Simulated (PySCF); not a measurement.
C5H12BNSi2

Input file:

```
{"job": {"kind": "nmr", "xc": "PBE0", "basis": "pcSseg-1"}, "charge": 0, "multiplicity": 1}
C     -1.716306    -0.114563    -2.451753
C     -1.041811     0.689073    -1.644454
Si    -1.480811     1.006468     0.167931
Si    -1.389388    -0.925142     1.439009
N     -0.373872     2.231550     0.763993
B      1.012105     2.114959     0.932387
C      1.665451     0.792274     0.593616
C      2.152885    -0.276864     0.318773
C      2.745234    -1.557162    -0.002389
H     -1.427319    -0.290809    -3.477349
H     -2.602252    -0.634236    -2.120910
H     -0.154126     1.178364    -2.029840
H     -2.777437     1.719814     0.210114
H     -1.032276    -2.100158     0.633919
H     -2.700296    -1.243091     2.025435
H     -0.448665    -0.879591     2.561582
H     -0.785780     3.119787     1.003826
H      1.644319     3.024950     1.327725
H      3.530512    -1.430365    -0.748125
H      1.987620    -2.234885    -0.397042
H      3.183290    -1.998834     0.893079
```

Command:

```sh
OMP_NUM_THREADS=1 python probes_run.py task.json out
```

Geometry: GFN2-xTB.

Level of theory: PBE0/pcSseg-1, SCF density, gas phase, non-relativistic (PySCF 2.14.0).

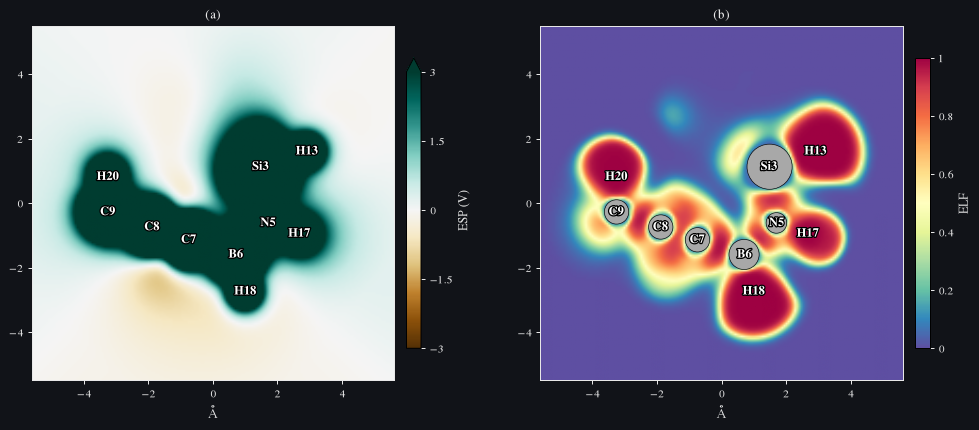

Figure 1. (a) molecular electrostatic potential; (b) electron localisation function on the plane of atoms C7, B6 and H18. Grey discs cover the atomic cores in the ELF map.

Interpret the plot.

The section cuts through Si, N, B, C and H sites.
C–C (1.21 Å): the ELF peaks at about 0.85 between the atoms; a short, multiple covalent bond.
B–N (1.40 Å): the ELF peaks at about 0.95 between the atoms, as expected for a polar covalent bond.
C–B (1.51 Å): the ELF peaks at about 0.95 between the atoms, as expected for a covalent bond.
Si–N (1.76 Å): the ELF peaks at about 0.90 between the atoms, as expected for a shared but strongly polarised pair.
N–H (1.01 Å): the ELF climbs to about 1 towards the hydrogen, as it does in any bond to H; a covalent bond by its length.
Outside the dense part of the molecule the potential is most negative (−1.1 V) near C7.

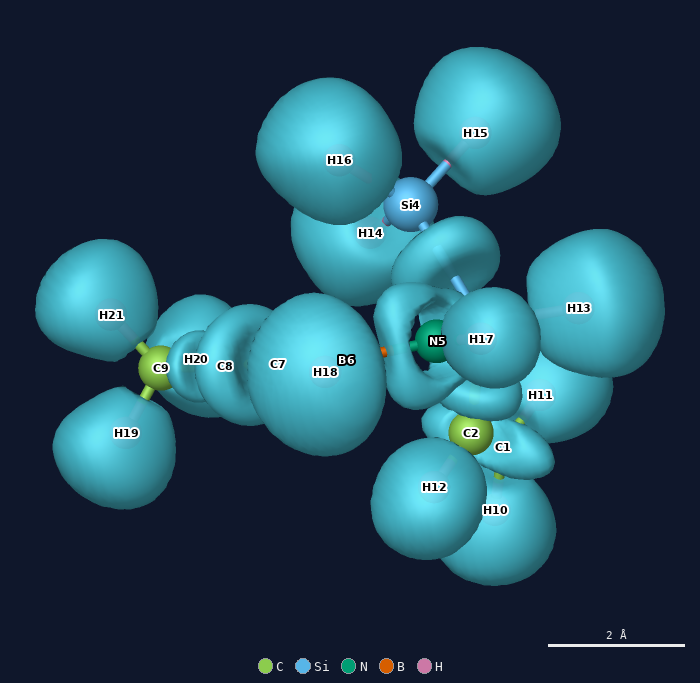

Figure 2. Isosurface of the electron localisation function at 0.8 (cyan), seen from one side. Only the valence region is drawn (cores and ρ < 0.01 e/Å³ removed).

Where are the electrons localised?

The ELF exceeds this value in one region between bonded B–C atoms (shared pairs), three regions between bonded C–C atoms (shared pairs), one region between bonded C–Si atoms (shared pairs), one region between bonded Si–Si atoms (shared pairs), twelve regions around hydrogen nuclei and one region on N in which the atom's valence shell and bonds are merged.

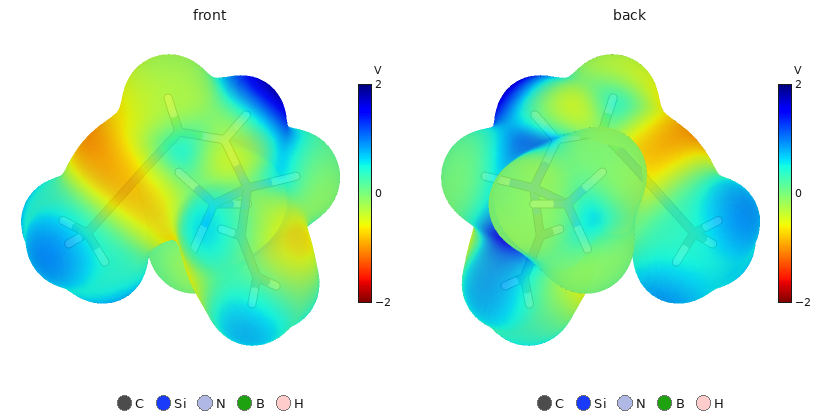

Figure 3. The electrostatic potential painted on the density surface at 0.002 e/bohr³, seen from the front and from behind; red is negative and blue positive.

Describe the electrostatic potential map.

The most negative region (about −1.0 V, or −23 kcal/mol for a unit charge) lies over C7 and C8, the most positive (about +1.7 V, or +39 kcal/mol for a unit charge) over H17.

How polar is the molecule by this calculation?

Its dipole moment is 1.16 D.
